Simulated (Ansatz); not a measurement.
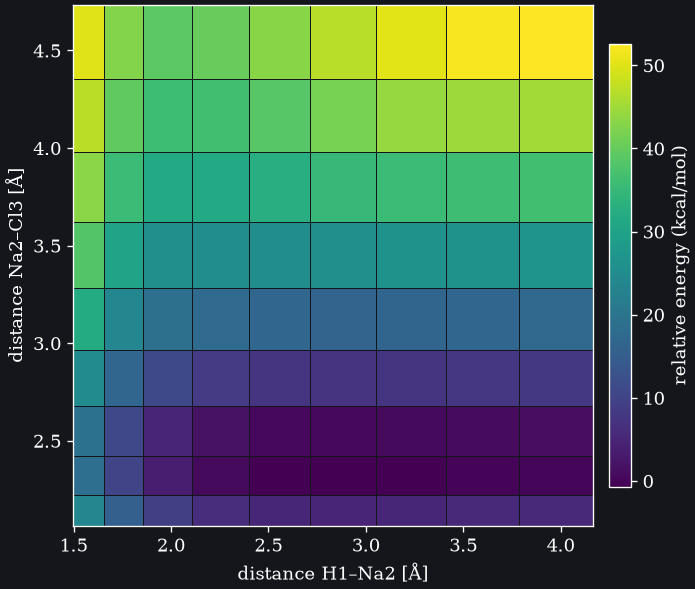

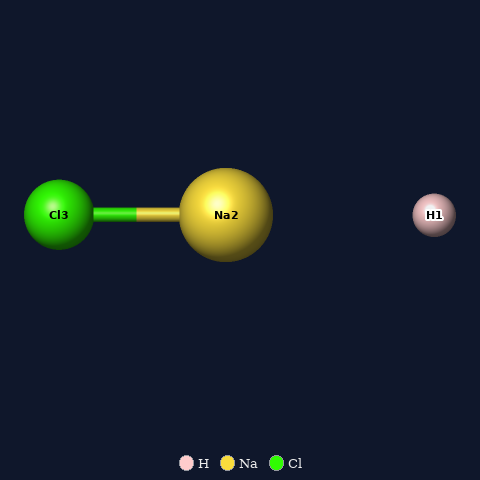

Energy landscape of the system H + NaCl, spin multiplicity 2. 
- First axis: distance H1–Na2. Second axis: distance Na2–Cl3.
- Nothing is relaxed (the angle H1–Na2–Cl3 is fixed at 180 degrees).
- The grid has 9 × 9 points.
- Points are written as (first, second).
- Energies: kcal/mol, counted from H far from the relaxed NaCl (each part in its own basis).
- These are results of Ansatz, UKS PBE0-D4/def2-SVPD, not measurements.

Drawn: one coloured cell a grid point. The second picture is the structure at the lowest point.

Summarise what can be read from the map.

Answer. The lowest grid point is at (2.879 Å, 2.305 Å), −0.7 kcal/mol from H far from the relaxed NaCl (each part in its own basis). No other kind of well shows on this grid. The highest grid point, (3.976 Å, 4.544 Å), lies 53.3 kcal/mol above the lowest.

The input of one point:

```yaml
crystal:
  periodic: [false, false, false]
  atoms:
    - { symbol: H, position_ang: [-2.879, 0.0, 0.0] }
    - { symbol: Na, position_ang: [0.0, 0.0, 0.0] }
    - { symbol: Cl, position_ang: [2.305, 0.0, 0.0] }
magnetization:
  spin_polarized: true
  initial_magnetization: 1
basis:
  gaussian: { orbitals: def2-SVPD }
hamiltonian:
  xc: pbe0
  dispersion: d4
output:
  forces: true
```

The whole map (81 points run) took 12 min on 1 thread of Arm Neoverse V1, with other jobs on the host.
